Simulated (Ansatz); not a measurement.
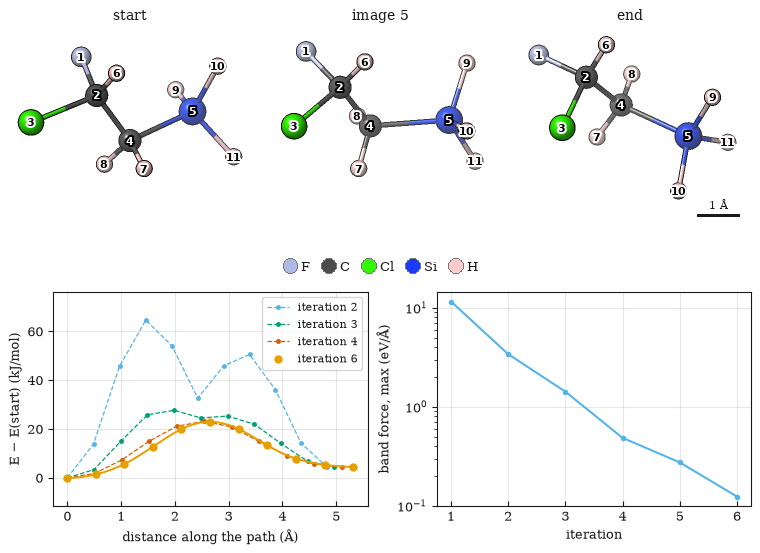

A nudged-elastic-band calculation for C2H6ClFSi. Images are numbered from 0 (start) to 10 (end). The plot follows the band through its iterations. A ball-and-stick model, seen at a tilt.

Level of theory: RKS r2SCANh-D4/6-31G (Ansatz 0.2.0). Settings: 9 movable images; climbing image; force threshold 0.2 eV/Å; iteration limit 60; starting path through a guess of the saddle point.

Q: Judge this run.

A: The run is converged, with reservations. The band converged in 6 iterations. The largest component of the band force went from 12 to 0.12 eV/Å. The climbing image converged on the top of the path. Its curvatures weren't checked. The force threshold is loose. The first iteration put the highest image at 302.1 kJ/mol. The highest point, image 5, lies 23.0 kJ/mol above the start and 18.5 kJ/mol above the end; the end is at +4.6 kJ/mol relative to the start.

The run took 2.3 min on 1 thread of AMD EPYC 9B45 (Zen 5), with other jobs on the host, peak memory 0.19 GiB.
